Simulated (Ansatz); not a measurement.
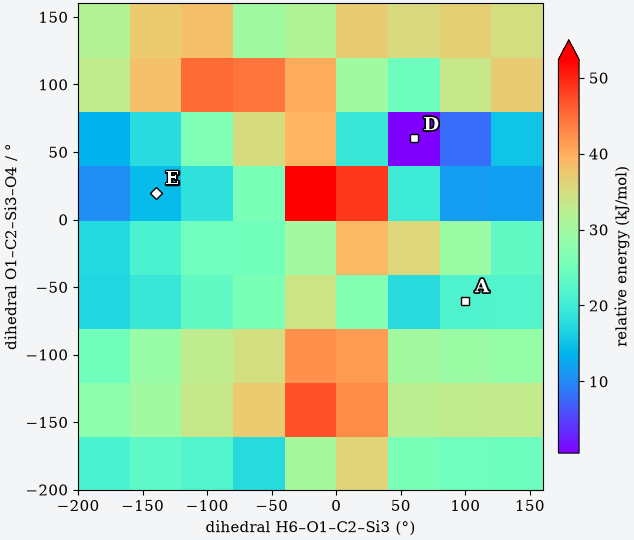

CH₅ClO₂Si, SMILES OC[SiH](O)Cl. 
- Coordinates scanned: (1) dihedral H6–O1–C2–Si3; (2) dihedral O1–C2–Si3–O4.
- Nothing is relaxed (all other coordinates rigid).
- Grid: 9 × 9 points.
- All energies are given in kJ/mol relative to the relaxed molecule at the same level.
- Energies and slopes of some neighbouring points disagree (a jump in structure or state, or too coarse a mesh).
- Level of theory: RKS CAM-B3LYP-D4/def2-SVP (Ansatz).

The picture shows one coloured cell a grid point, one colour for all values above the top of the scale, lettered points.

> Is E the lowest point of the computed grid?

No. E lies 13.8 kJ/mol above the lowest grid point, which is at dihedral H6–O1–C2–Si3 = 60°, dihedral O1–C2–Si3–O4 = 60°.

> Rank the lettered points by energy, lowest first.

D (0.5 kJ/mol), E (14.3 kJ/mol), A (21.5 kJ/mol).
